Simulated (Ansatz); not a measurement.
**Is Al-Rh stack of (111) layers a stable metal?**

Question: is the lattice of Al-Rh stack of (111) layers stable, and if so, what are its coupling constant and resistivity?

Method: DFT PBEsol, scalar-relativistic, plane waves, PAW; PAW set soft_1, in Ansatz 0.2.0.

## Step 1: Set-up

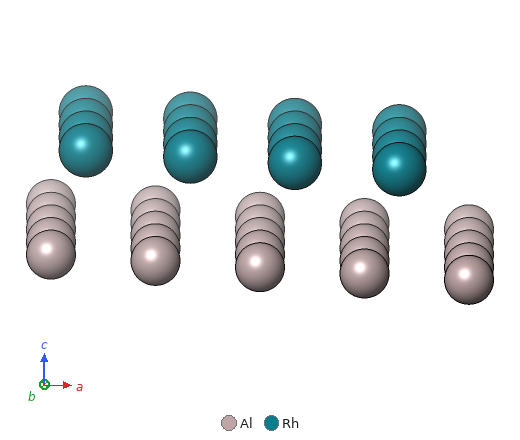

Start, viewed nearly edge on; aluminium light grey, rhodium blue. 4×4×1 cells are drawn. Some periodic images of atoms are drawn too.

The cell holds 2 atoms: 1 Al and 1 Rh. Its edges and angles: a = 2.687 Å, b = 2.687 Å, c = 13.194 Å, α = 90.0°, β = 90.0°, γ = 120.0°. Vacuum lies along c.

## Step 2: Rough relaxation

The start is far from rest, so a relaxation with loose thresholds does the first part.

The input, input.yaml:

```yaml
crystal:
  lattice:
    - [2.68701, 0.0, 0.0]
    - [-1.3435, 2.32702, 0.0]
    - [0.0, 0.0, 13.19393]
  atoms:
    - { symbol: Al, position: [0.0, 0.0, 0.41685833] }
    - { symbol: Rh, position: [0.33333333, 0.66666667, 0.58314167] }
  periodic: [true, true, false]
kpoints:
  mp_grid: { grid: [9, 9, 1] }
hamiltonian:
  xc: pbesol
  pseudopotentials: { kind: paw, azcp: { folder: soft_1 }, xc_functional: pbe }
scf:
  occupations: { method: gaussian, width: 0.1 }
output:
  forces: true
  stress: true
  eigenvalues: true
relax:
  adjacent_minimum: "off"
  f_tol: 0.05
  max_steps: 80
  cell: { stress_2d_tol: 0.02 }
```

Started as:

```console
ansatz run input.yaml --threads 4 --pin off --max-ram 12288MiB --backend cpu --events-out ev --progress --plain --runs-dir out
```

Numbers of over 12 decimals in the logs are rounded to 6 here.

Output:

```text
Warning: crystal.periodic: the lattice vector that does not repeat stood 0.000° off the slab's normal, 13.194 Å along it as the deck builds it. The run solves the slab on a vector along the normal, 28.188 Å long, with every atom where it was (on the deck's vector they left 11.00 Å outside them, and the widest stretch free of ions among them is 2.19 Å). A fractional position that the run reports is one of the run's ce [...]
The last accepted step is kept in <dir> (removed where the run ends without a failure and the disk answers)
crystal.periodic: the lattice vector that does not repeat stood 0.000° off the slab's normal, 13.194 Å along it as the deck builds it. The run solves the slab on a vector along the normal, 28.188 Å long, with every atom where it was (on the deck's vector they left 11.00 Å outside them, and the widest stretch free of ions among them is 2.19 Å). A fractional position that the run reports is one of the run's cell, which [...]
Engine: ansatz 0.2.0, aarch64-unknown-linux-gnu
Pseudopotentials: kind: paw
Pseudopotential: Al, paw, valence charge 3, recommended cutoff 420 eV (normal), soft_1/Al.paw.azcp
Pseudopotential: Rh, paw, valence charge 17, recommended cutoff 420 eV (normal), soft_1/Rh.paw.azcp
Functional definition: PBEsol
  exchange = pbesol_x
  correlation = pbesol_c
Crystal: 2 atoms, lattice volume = 176.251 Å³
Basis set: ecut = 420 eV, 3497 PW (Γ), exchange–correlation on 36×36×384 points (8 copies of the dense FFT grid, shifted against one another)
Bands: 14, of which v1, the nominal top of the filled ones, is band 10 counted from 1 (9 counted from 0)
Symmetry: 6 space group operations
Space group: P3m1 (ITA 156), of the structure as read, at distance tolerance 5.6e-5 Å
k-points: 12 of 81 (time reversal used)
Non-local potential: Al, projectors of the file, l = 0: 2, l = 1: 2, l = 2: 1
Non-local potential: Rh, projectors of the file, l = 0: 3, l = 1: 2, l = 2: 2, l = 3: 1
PAW form: soft (Blöchl's): semilocal exchange-correlation on the pseudo side does not see the compensation charge
PAW frozen core: Al, regenerated for the run's functional, and the local potential with it (the file was generated under x = pbe(κ = 0.804, μ = 0.219515), c = pbe(β = 0.066725))
PAW frozen core: Rh, regenerated for the run's functional, and the local potential with it (the file was generated under x = pbe(κ = 0.804, μ = 0.219515), c = pbe(β = 0.066725))
PAW one-centre angular grid: Al, 110 points (default); XC on 64 Gauss nodes
PAW one-centre angular grid: Rh, 590 points (default); XC on 64 Gauss nodes
Initial density: superposition of atomic densities (neutral atoms: chi_scale 0, normalization atom)
Initial wavefunctions: pseudopotential atomic-orbital guess
Functional: x = pbesol(κ = 0.804, μ = 0.123457), c = pbesol(β = 0.046)
SCF iter   1: F=—  HF=-6863.529465 eV  |F-HF|=—  |Δ(HF+E_count)|=         —  Δρ=3.74e-2  dr2=4.95e0  ethr=3.10e-3  ⟨swp⟩=13.7  Hψ=1819  notcnv=0
preconditioner: auto → LDOS  [insulator: Δε(μ)=0.210 eV  Ē_g=6.731 eV  σ=0.100 eV  W_gap=0.60  n_scr=16 (ndim 8)  ℏωp=9.7 eV  f_vac=0.744  D(μ)=1.21/eV (n_scr^D=10)  ε∞_Penn≈3.1  β→1.0]
SCF iter   2: F=—  HF=-6864.605078 eV  |F-HF|=—  |Δ(HF+E_count)|=    1.08e0  Δρ=5.13e-2  dr2=1.13e1  ethr=3.10e-3  ⟨swp⟩=5.2  Hψ=641  notcnv=0  recentre
SCF iter   3: F=—  HF=-6862.650298 eV  |F-HF|=—  |Δ(HF+E_count)|=    1.95e0  Δρ=6.36e-3  dr2=1.33e-1  ethr=3.10e-3  ⟨swp⟩=4.2  Hψ=633  notcnv=0  defer=2
SCF iter   4: F=—  HF=-6862.628297 eV  |F-HF|=—  |Δ(HF+E_count)|=   2.20e-2  Δρ=7.66e-4  dr2=1.61e-3  ethr=6.67e-4  ⟨swp⟩=3.1  Hψ=386  notcnv=0  defer=1
SCF iter   5: F=—  HF=-6862.628864 eV  |F-HF|=—  |Δ(HF+E_count)|=   5.67e-4  Δρ=2.41e-4  dr2=1.36e-4  ethr=8.06e-6  ⟨swp⟩=3.6  Hψ=386  notcnv=0  defer=1
SCF iter   6: F=—  HF=-6862.628935 eV  |F-HF|=—  |Δ(HF+E_count)|=   7.11e-5  Δρ=2.11e-4  dr2=7.12e-5  ethr=6.79e-7  ⟨swp⟩=3.4  Hψ=392  notcnv=0  defer=1
SCF iter   7: F=—  HF=-6862.628910 eV  |F-HF|=—  |Δ(HF+E_count)|=   2.49e-5  Δρ=3.16e-5  dr2=4.78e-6  ethr=3.56e-7  ⟨swp⟩=3.3  Hψ=330  notcnv=0  defer=1
iter 8 did not close the SCF: its close was put off until two iterations running show no level that it waits for move by more than its bar (scf_convergence_deferred on its scf_iter line)
SCF iter   8: F=-6862.628911 eV  HF=-6862.628911 eV  |F-HF|=4.32e-7  |Δ(HF+E_count)|=   5.38e-7  Δρ=6.87e-6  dr2=7.04e-8  ethr=5.00e-10  ⟨swp⟩=13.4  Hψ=1489  notcnv=0
iter 9 did not close the SCF: its close was put off until two iterations running show no level that it waits for move by more than its bar (scf_convergence_deferred on its scf_iter line)
SCF iter   9: F=-6862.628911 eV  HF=-6862.628911 eV  |F-HF|=4.87e-9  |Δ(HF+E_count)|=   4.34e-7  Δρ=3.15e-6  dr2=2.43e-8  ethr=3.52e-10  ⟨swp⟩=6.8  Hψ=878  notcnv=0
SCF iter  10: F=-6862.628911 eV  HF=-6862.628911 eV  |F-HF|=4.24e-9  |Δ(HF+E_count)|=   1.68e-8  Δρ=6.19e-7  dr2=7.37e-10  ethr=1.22e-10  ⟨swp⟩=5.3  Hψ=851  notcnv=0
SCF 1 converged in 10 iterations: F = -6862.628911 eV  dr2 = 7.37e-10
  greatest PAW one-centre occupation: 0.999 electrons in one spin orbital (limit 2), on the Rh atom at site 1 (counted from 0), in its partial waves of l = 0
relax step   1: F+E_penalty+E_count = -6862.62891112 eV  Δ(F+E_penalty+E_count) = +0.000e0 eV  max|allowed force component| = 1.089e0 eV/Å  Δτ_max = 0.0000 Å  P = -2.992 N/m  Ω = 176.251 Å³  fix = [c, alpha, beta]  reactions: c -0.000 N/m  (10 SCF iters, dr2 threshold 1.00e-7 eV, accepted)
Crystal: 2 atoms, lattice volume = 173.476 Å³
Basis set: ecut = 420 eV, 3461 PW (Γ), exchange–correlation on 36×36×384 points (8 copies of the dense FFT grid, shifted against one another)
Initial density: handed on by an earlier stage of this run
Initial wavefunctions: those handed on with the density
iter 1 solved again at ethr=6.89e-4 eV; its pass at ethr=3.10e-3 eV (dr2=1.38e-1 eV) is discarded
SCF iter   1: F=—  HF=-6862.807697 eV  |F-HF|=—  |Δ(HF+E_count)|=         —  Δρ=8.85e-3  dr2=1.41e-1  ethr=6.89e-4  ⟨swp⟩=1.8  Hψ=1637  notcnv=0
preconditioner: auto → LDOS  [insulator: Δε(μ)=0.283 eV  Ē_g=6.961 eV  σ=0.100 eV  W_gap=0.60  n_scr=16 (ndim 8)  ℏωp=9.8 eV  f_vac=0.768  D(μ)=3.14/eV (n_scr^D=16)  ε∞_Penn≈3.0  β→1.0]
SCF iter   2: F=—  HF=-6862.801202 eV  |F-HF|=—  |Δ(HF+E_count)|=   6.49e-3  Δρ=6.22e-3  dr2=2.65e-1  ethr=6.89e-4  ⟨swp⟩=4.1  Hψ=423  notcnv=0
SCF iter   3: F=—  HF=-6862.772903 eV  |F-HF|=—  |Δ(HF+E_count)|=   2.83e-2  Δρ=1.42e-3  dr2=9.41e-3  ethr=6.89e-4  ⟨swp⟩=2.5  Hψ=368  notcnv=0  defer=2
[...]
SCF iter   3: F=—  HF=-6862.787565 eV  |F-HF|=—  |Δ(HF+E_count)|=   1.92e-4  Δρ=2.31e-4  dr2=2.38e-4  ethr=9.19e-5  ⟨swp⟩=1.8  Hψ=181  notcnv=0
SCF iter   4: F=—  HF=-6862.787878 eV  |F-HF|=—  |Δ(HF+E_count)|=   3.13e-4  Δρ=2.69e-4  dr2=9.75e-5  ethr=1.19e-6  ⟨swp⟩=3.4  Hψ=374  notcnv=0
SCF iter   5: F=—  HF=-6862.787911 eV  |F-HF|=—  |Δ(HF+E_count)|=   3.37e-5  Δρ=3.55e-4  dr2=3.19e-4  ethr=4.87e-7  ⟨swp⟩=3.1  Hψ=383  notcnv=0
SCF iter   6: F=—  HF=-6862.787880 eV  |F-HF|=—  |Δ(HF+E_count)|=   3.13e-5  Δρ=2.58e-4  dr2=1.09e-4  ethr=4.87e-7  ⟨swp⟩=3.1  Hψ=293  notcnv=0
SCF iter   7: F=—  HF=-6862.787870 eV  |F-HF|=—  |Δ(HF+E_count)|=   1.00e-5  Δρ=8.36e-5  dr2=1.20e-5  ethr=4.87e-7  ⟨swp⟩=2.0  Hψ=281  notcnv=0
SCF iter   8: F=—  HF=-6862.787868 eV  |F-HF|=—  |Δ(HF+E_count)|=   1.75e-6  Δρ=1.83e-5  dr2=4.77e-7  ethr=5.98e-8  ⟨swp⟩=2.3  Hψ=282  notcnv=0
SCF iter   9: F=—  HF=-6862.787868 eV  |F-HF|=—  |Δ(HF+E_count)|=   1.73e-7  Δρ=1.81e-5  dr2=4.86e-7  ethr=1.00e-9  ⟨swp⟩=12.8  Hψ=1235  notcnv=0
SCF iter  10: F=-6862.787868 eV  HF=-6862.787868 eV  |F-HF|=1.30e-8  |Δ(HF+E_count)|=   8.36e-8  Δρ=3.85e-6  dr2=1.82e-8  ethr=1.00e-9  ⟨swp⟩=5.8  Hψ=918  notcnv=0
SCF 3 converged in 10 iterations: F = -6862.787868 eV  dr2 = 1.82e-8
relax step   3: F+E_penalty+E_count = -6862.78786833 eV  Δ(F+E_penalty+E_count) = -1.517e-2 eV  max|allowed force component| = 2.094e-2 eV/Å  Δτ_max = 0.0206 Å  P = +1.479 N/m  Ω = 176.676 Å³  energy of the carried Pulay correction = -2.363e-5 eV  fix = [c, alpha, beta]  reactions: c +0.000 N/m  (10 SCF iters, dr2 threshold 2.00e-7 eV, accepted)
[...]
relax step   4: F+E_penalty+E_count = -6862.79318075 eV  Δ(F+E_penalty+E_count) = -5.312e-3 eV  max|allowed force component| = 3.627e-2 eV/Å  Δτ_max = 0.0088 Å  P = -0.066 N/m  Ω = 180.180 Å³  energy of the carried Pulay correction = -2.164e-4 eV  fix = [c, alpha, beta]  reactions: c -0.000 N/m  (9 SCF iters, dr2 threshold 2.00e-7 eV, accepted)
[...]
relax step   5: F+E_penalty+E_count = -6862.79326641 eV  Δ(F+E_penalty+E_count) = -8.566e-5 eV  max|allowed force component| = 2.898e-3 eV/Å  Δτ_max = 0.0031 Å  P = -0.000 N/m  Ω = 180.323 Å³  energy of the carried Pulay correction = -2.242e-4 eV  fix = [c, alpha, beta]  reactions: c -0.000 N/m  (8 SCF iters, dr2 threshold 7.24e-9 eV, accepted)
Basis set: ecut = 420 eV, 3545 PW (Γ), exchange–correlation on 40×40×384 points (8 copies of the dense FFT grid, shifted against one another)
Initial wavefunctions: pseudopotential atomic-orbital guess (no wavefunctions were taken with the density)
iter 1 solved again at ethr=8.04e-6 eV; its pass at ethr=3.10e-3 eV (dr2=1.61e-3 eV) is discarded
SCF iter   1: F=—  HF=-6862.779717 eV  |F-HF|=—  |Δ(HF+E_count)|=         —  Δρ=5.78e-4  dr2=2.20e-5  ethr=8.04e-6  ⟨swp⟩=4.3  Hψ=2186  notcnv=0
eigensolver tolerance schedule: the retry pair's looser diagonalisation over-reported the residual by 72.05 of it (diagonalisation noise at 0.23 of the residual, at the tolerance the schedule requests for it); recorded, not acted on — ethr = c·dr2/N_el stays at c = 1.0e-1
preconditioner: auto → LDOS  [insulator: Δε(μ)=0.288 eV  Ē_g=6.699 eV  σ=0.100 eV  W_gap=0.52  n_scr=16 (ndim 8)  ℏωp=9.6 eV  f_vac=0.768  D(μ)=2.72/eV (n_scr^D=14)  ε∞_Penn≈3.0  β→1.0]
SCF iter   2: F=—  HF=-6862.793505 eV  |F-HF|=—  |Δ(HF+E_count)|=   1.38e-2  Δρ=3.71e-5  dr2=1.10e-5  ethr=1.10e-7  ⟨swp⟩=5.2  Hψ=508  notcnv=0
SCF iter   3: F=—  HF=-6862.793416 eV  |F-HF|=—  |Δ(HF+E_count)|=   8.82e-5  Δρ=1.94e-5  dr2=8.96e-7  ethr=5.50e-8  ⟨swp⟩=3.0  Hψ=254  notcnv=0
SCF iter   4: F=—  HF=-6862.793501 eV  |F-HF|=—  |Δ(HF+E_count)|=   8.47e-5  Δρ=8.87e-6  dr2=8.89e-7  ethr=4.48e-9  ⟨swp⟩=3.8  Hψ=378  notcnv=0
SCF iter   5: F=—  HF=-6862.793504 eV  |F-HF|=—  |Δ(HF+E_count)|=   2.96e-6  Δρ=3.46e-6  dr2=3.70e-8  ethr=4.45e-9  ⟨swp⟩=2.8  Hψ=259  notcnv=0
SCF iter   6: F=—  HF=-6862.793505 eV  |F-HF|=—  |Δ(HF+E_count)|=   7.82e-7  Δρ=1.08e-6  dr2=4.32e-9  ethr=1.85e-10  ⟨swp⟩=4.1  Hψ=386  notcnv=0
SCF iter   7: F=—  HF=-6862.793505 eV  |F-HF|=—  |Δ(HF+E_count)|=   1.32e-7  Δρ=2.98e-7  dr2=5.40e-10  ethr=2.16e-11  ⟨swp⟩=3.0  Hψ=299  notcnv=0
SCF iter   8: F=—  HF=-6862.793505 eV  |F-HF|=—  |Δ(HF+E_count)|=   1.94e-8  Δρ=6.95e-8  dr2=2.74e-11  ethr=2.70e-12  ⟨swp⟩=3.5  Hψ=331  notcnv=0
SCF iter   9: F=-6862.793505 eV  HF=-6862.793505 eV  |F-HF|=2.97e-10  |Δ(HF+E_count)|=   2.41e-9  Δρ=1.86e-8  dr2=7.63e-13  ethr=1.00e-12  ⟨swp⟩=12.2  Hψ=1388  notcnv=0
SCF 6 converged in 9 iterations: F = -6862.793505 eV  dr2 = 7.63e-13
relax step   6: F+E_penalty+E_count = -6862.79350512 eV  Δ(F+E_penalty+E_count) = -2.387e-4 eV  max|allowed force component| = 2.781e-3 eV/Å  Δτ_max = 0.0000 Å  P = +0.003 N/m  Ω = 180.323 Å³  fix = [c, alpha, beta]  reactions: c +0.000 N/m  stress off target by 2.91e-3 N/m on what of the cell is left free  SCF on the basis re-selected at this cell (its energy is not comparable with the rows above)  (9 SCF iters)
basis re-selected at this cell: Δ(F+E_penalty+E_count) = -2.387e-4 eV, ΔP = +0.003 N/m vs the last step (what re-selecting the basis moved, of the pressure what is left beyond the Pulay correction that the steps carried, after the strain that the cell walked since its last selection, with what the two solves' SCF thresholds leave and, on support functions, any second-order correction that the steps lacked; it is no measure of the basis error at this ecutwfc). The dense FFT grid was sized anew with the basis: this SCF ran on 20×20×192 points, the steps before it on 18×18×192, so part of this shift can come from that change (see relax.cell in the input reference). [rest of the remark cut]
SCF converged after 9 iterations
Free energy (F): -6862.793505 eV
Harris-Foulkes:  -6862.793505 eV  (|F-HF|=2.97e-10)
Internal energy: -6862.779850 eV  (E = F + TS)
E sigma→0 (E₀):  -6862.786678 eV
Entropy (-TS):   -0.013655 eV (-6.827 meV/atom)
Fermi energy:    -4.810821 eV
--- Per-component energies (eV) ---
  E_band       = -564.498679
  E_kinetic    = 561.699203
  E_local      = -36579.320030  (includes V_loc(G=0)·N_el)
  E_nonlocal   = 312.389239
  E_hartree    = 17858.448858
  E_xc         = -237.480145
  E_vxc        = -281.204019  (∫ρ·V_xc dr)
  E_paw        = -3998.140998  (= ΣΔE_a)
  E_vpaw       = -294.960939  (= ΣTr[D̂ρ^β])
  E_aug_tail   = 0.000153  (compensation charges beyond the density's cutoff)
  E_ewald      = 15219.328530
  E_core_change = 0.295340  (= ΣΔE_core)
  E_smearing   = -0.013655  (= −TS)
  E_closure    = -0.000000  (closes the sum)
  Σ components = -6862.793505   (vs F -6862.793505, Δ=0.00e0)
--- Forces (eV/Å), atoms counted from 1 ---
  atom   1  Al     0.00000000    -0.00000000    -0.00278088
  atom   2  Rh    -0.00000000     0.00000000     0.00278042
  max |Σ_I F_I| component: 4.63e-7 eV/Å
--- 2D stress c σ (N/m, compression-positive) ---
        0.002910      -0.000000       0.000000
        0.000000       0.002910      -0.000000
        0.000000      -0.000000       0.000000
  P = ½ c Tr σ = 0.0029 N/m
--- Band table (eV; the first three rows and the last of 12) ---
  k-point 0: bands = [... 6 lower, -7.2544, -7.1387, -7.1387, -5.1597, -5.1597, -4.7895, -0.9163, 0.1020]
  k-point 1: bands = [... 6 lower, -7.3800, -7.0639, -6.8302, -6.0771, -5.2497, -3.8166, -0.5652, 0.4295]
  k-point 2: bands = [... 6 lower, -7.6622, -6.9241, -6.4814, -5.9979, -5.4529, -2.5921, 0.4043, 1.3793]
  k-point 11: bands = [... 6 lower, -7.6664, -7.1573, -7.1368, -4.0169, -3.6549, -2.3550, 1.6262, 2.2368]
--- Relaxed structure (5 steps of the walk, 5 accepted, 1 SCFs on fresh bases) ---
  F+E_penalty+E_count = -6862.79350512 eV   max|allowed force component| = 2.781e-3 eV/Å   (the final SCF, on the basis selected at the relaxed cell)
  cell:  # Å, volume = 180.3228 Å³
    - [2.717872, -2.9199062930906457e-6, 0]
    - [-1.358933, 2.353747, 0]
    - [0, 0, 28.187861]
  atoms:
    - { symbol: Al, position: [1.2128410435458101e-18, -1.2777660053556277e-17, 0.200028] }
    - { symbol: Rh, position: [0.333333, 0.666667, 0.268044] }
```

The job ended after 9.5 s (4 threads of Arm Neoverse V1, shared host; peak memory 0.42 GiB; 34 s of CPU time).

Step by step:

```
step  energy less that of the first step (eV)  largest force component (eV/Å)  volume (Å³)
   1                                   0.0000                          1.0886       176.25
   2                                  -0.1438                          0.0841       173.48
   3                                  -0.1590                          0.0209       176.68
   4                                  -0.1643                          0.0363       180.18
   5                                  -0.1644                          0.0029       180.32
  6*                                  -0.1646                          0.0028       180.32
```

Relaxation steps marked * repeat the geometry before them on a plane-wave basis chosen anew for their cell, so energy and pressure can jump there.

Forces are held to the 6 operations that the run works with; a distortion that breaks them can't arise in this run.

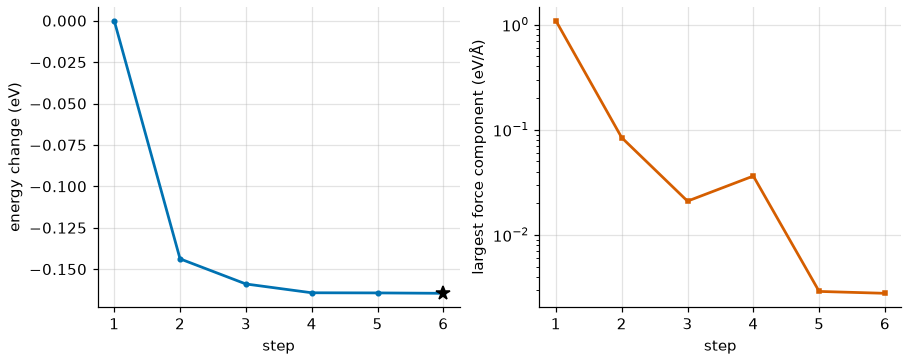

Energy and largest force along the relaxation. Stars mark steps on a basis chosen anew.

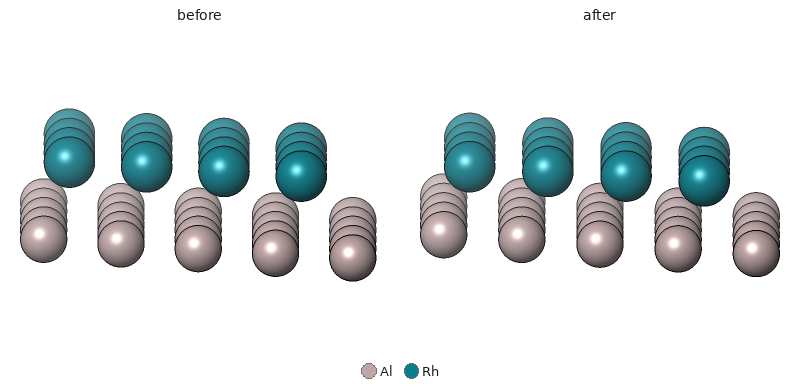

Before and after, at one scale.

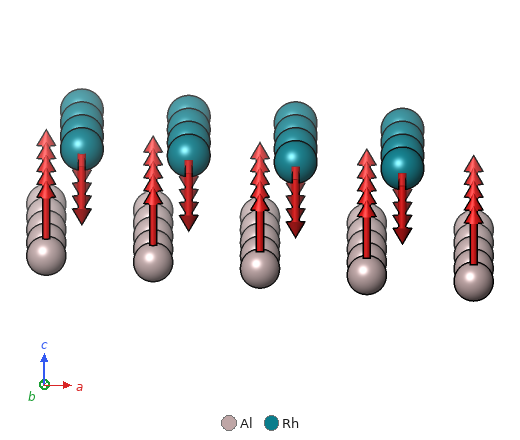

Displacements in the relaxation, exaggerated, measured against the changing cell; the longest in the cell stands for 0.14 Å. 4×4×1 cells are drawn. Some periodic images of atoms are drawn too.

```csv
cell as run,before,after,change
a (Å),2.687,2.718,+1.1 %
b (Å),2.687,2.718,+1.1 %
```

The atoms that moved most (Å, along periodic axes as changes of fractional coordinates times the final cell, across vacuum about the mean position):

| atom | dx | dy | dz | length |
| --- | --- | --- | --- | --- |
| Al1 | 0.000 | 0.000 | 0.138 | 0.138 |
| Rh2 | 0.000 | 0.000 | -0.138 | 0.138 |

The relaxed structure:

```cif
data_structure
_symmetry_space_group_name_H-M 'P 1'
_symmetry_Int_Tables_number 1
_cell_length_a 2.7179
_cell_length_b 2.7179
_cell_length_c 28.1879
_cell_angle_alpha 90.000
_cell_angle_beta 90.000
_cell_angle_gamma 120.000
_cell_volume 180.32
loop_
_atom_site_label
_atom_site_type_symbol
_atom_site_fract_x
_atom_site_fract_y
_atom_site_fract_z
_atom_site_occupancy
Al1 Al 0.00000 0.00000 0.20003 1
Rh2 Rh 0.33333 0.66667 0.26804 1
```

Numbers from this step:

```yaml
metallic_on_mesh: yes
gap_on_the_k_mesh: 0 eV
```

The relaxation ends with a largest force component of 0.0028 eV/Å.

## Step 3: Relaxation

The structure is brought to rest under this functional.

input.yaml, the sections that differ from step 2:

```yaml
crystal:
  lattice:
    - [2.7178715063, -2.9199e-06, 0.0]
    - [-1.3589332244, 2.3537472286, 0.0]
    - [0.0, 0.0, 28.1878614963]
  atoms:
    - { symbol: Al, position: [0.0, 0.0, 0.2000276239] }
    - { symbol: Rh, position: [0.3333333333, 0.6666666667, 0.2680437124] }
  periodic: [true, true, false]
kpoints:
  mp_grid: { grid: [12, 12, 1] }
relax:
  adjacent_minimum: "off"
  f_tol: 0.005
  max_steps: 80
  cell: { stress_2d_tol: 0.02 }
# hamiltonian, scf, output: as in step 2
```

Output:

```text
[the first part of the log is left out]
  E_xc         = -237.508426
  E_vxc        = -281.241606  (∫ρ·V_xc dr)
  E_paw        = -3998.154492  (= ΣΔE_a)
  E_vpaw       = -294.974319  (= ΣTr[D̂ρ^β])
  E_aug_tail   = 0.000149  (compensation charges beyond the density's cutoff)
  E_ewald      = 15335.569350
  E_core_change = 0.295340  (= ΣΔE_core)
  E_smearing   = -0.008604  (= −TS)
  E_closure    = 0.000000  (closes the sum)
  Σ components = -6862.818417   (vs F -6862.818417, Δ=0.00e0)
--- Forces (eV/Å), atoms counted from 1 ---
[...]
0.003006       0.000000      -0.000000
        0.000000       0.003006       0.000000
       -0.000000       0.000000       0.000000
  P = ½ c Tr σ = 0.0030 N/m
--- Band table (eV; the first three rows and the last of 19) ---
[...]
--- Relaxed structure (5 steps of the walk, 5 accepted, 1 SCFs on fresh bases) ---
[...]
cell:  # Å, volume = 178.9285 Å³
    - [2.707344, -2.9086138698077795e-6, 0]
    - [-1.353669, 2.344630, 0]
    - [0, 0, 28.1878614963]
  atoms:
    - { symbol: Al, position: [0, -2.775557561562892e-17, 0.199644] }
    - { symbol: Rh, position: [0.333333, 0.666667, 0.268427] }
```

Run time: 10 s. Hardware: 4 threads; peak memory 0.45 GiB.

Relaxation path:

| step | energy less that of the first step (eV) | largest force component (eV/Å) | volume (Å³) |
| --- | --- | --- | --- |
| 1 | 0.0000 | 0.1011 | 180.32 |
| 2 | -0.0012 | 0.0572 | 179.59 |
| 3 | -0.0012 | 0.0650 | 179.45 |
| 4 | -0.0016 | 0.0009 | 178.76 |
| 5 | -0.0016 | 0.0001 | 178.93 |
| 6 | -0.0015 | 0.0001 | 178.93 |

The log counts 1 steps on a newly chosen plane-wave basis, not all of them marked here; energy and pressure can jump at such steps.

```
cell as run  before  after  change
      a (Å)   2.718  2.707  -0.4 %
      b (Å)   2.718  2.707  -0.4 %
```

The atoms that moved most (Å, along periodic axes as changes of fractional coordinates times the final cell, across vacuum about the mean position):

```csv
atom,dx,dy,dz,length
Al1,0.000,0.000,-0.011,0.011
Rh2,0.000,0.000,0.011,0.011
```

The relaxed structure:

```
Al Rh
1.0
     2.70734    0.00000    0.00000
    -1.35367    2.34463    0.00000
     0.00000    0.00000   28.18786
Al Rh
1 1
Cartesian
  0.0000 0.0000 5.6275
  0.0000 1.5631 7.5664
```

The relaxation ends with a largest force component of 5.2e-5 eV/Å.

(Part 1 of 3 ends here.)

[Logs are printed without paths, hosts, clocks, repeated set-up lines and the standing remarks that a program may print on its own settings, such as how far it seeks lower states.]

[Hosts, paths, dates, database ids (printed as entryN), source tags and the programs' standing remarks are cut or masked in the printed files.]
